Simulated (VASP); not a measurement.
**CaMg4: density, localisation and related maps**

```
CELL_PARAMETERS angstrom
5.36155 0.00000 0.00000
0.00000 5.36155 0.00000
0.00000 0.00000 5.36155
ATOMIC_POSITIONS crystal
Ca 0.00000 0.00000 0.00000
Mg 0.00000 0.50000 0.50000
Mg 0.50000 0.00000 0.50000
Mg 0.50000 0.50000 0.00000
Mg 0.50000 0.50000 0.50000
```

Space group Pm-3m; a generated structure, not necessarily the stable one.

Theory: VASP 6.6.1, Kohn-Sham DFT of a periodic cell, PBE, VASP PAW PBE potentials, recommended.

The density is the valence pseudo-density of a PAW calculation; it isn't the true density close to the nuclei.

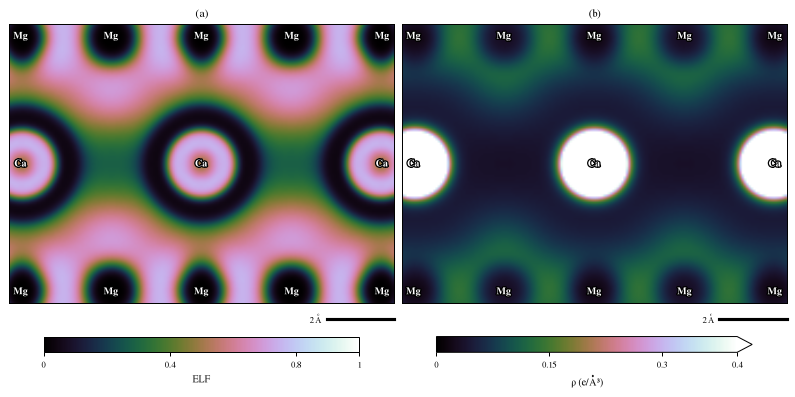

Figure 1. (a) electron localisation function; (b) valence charge density (pseudo) on the (101̄) plane of the conventional cell.

Q: What does the map show?

A: The plane passes through Ca and Mg nuclei. Mg–Mg (2.68 Å): ρ at the midpoint is about 0.14 e/Å³; the ELF peaks at about 0.75 between the atoms. Ca–Mg (3.79 Å): ρ at the midpoint is about 0.05 e/Å³; the ELF is about 0.30 at the midpoint: no shared electron pair shows on this line. Between the atoms the lowest density in this plane is 0.03 e/Å³. The features right at Ca lie inside the PAW spheres, where the map follows smoothed inner orbitals and isn't to be read closely.

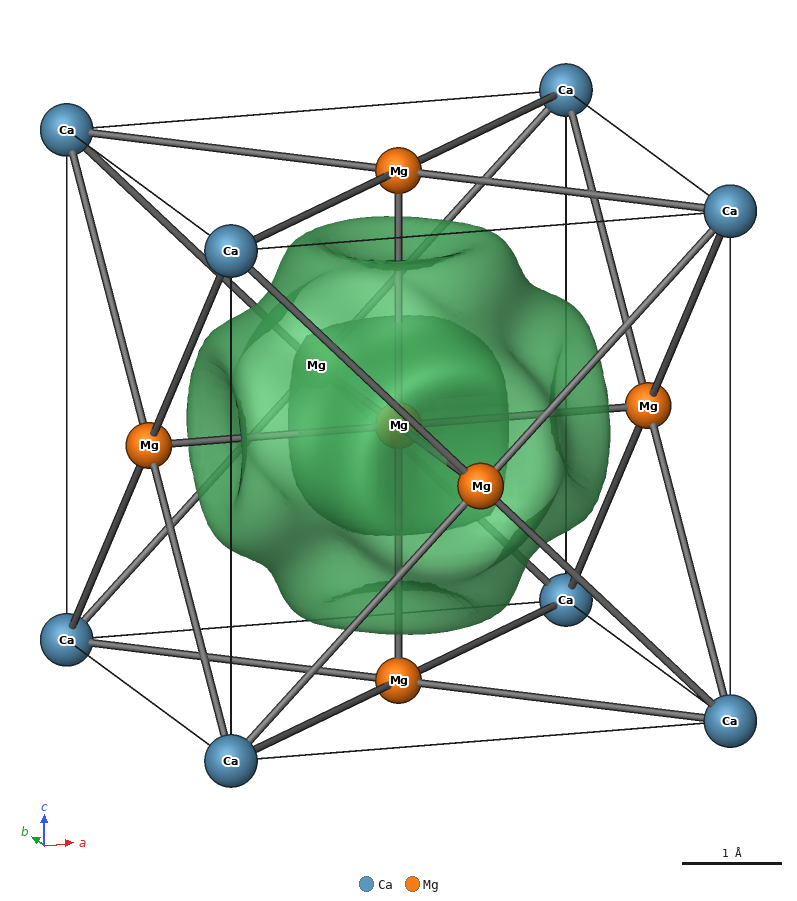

Figure 2. Isosurface of the ELF at 0.65 (green), seen slightly off an axis. Only the valence region is drawn (cores and ρ < 0.01 e/Å³ removed). Sticks mark near contacts.

Q: Identify the bonds, lone pairs and shells in this picture.

A: At this value the surface marks out one region wrapped around Mg (its valence shell), counted in one cell of 5 atoms. Regions shared between cells count once.
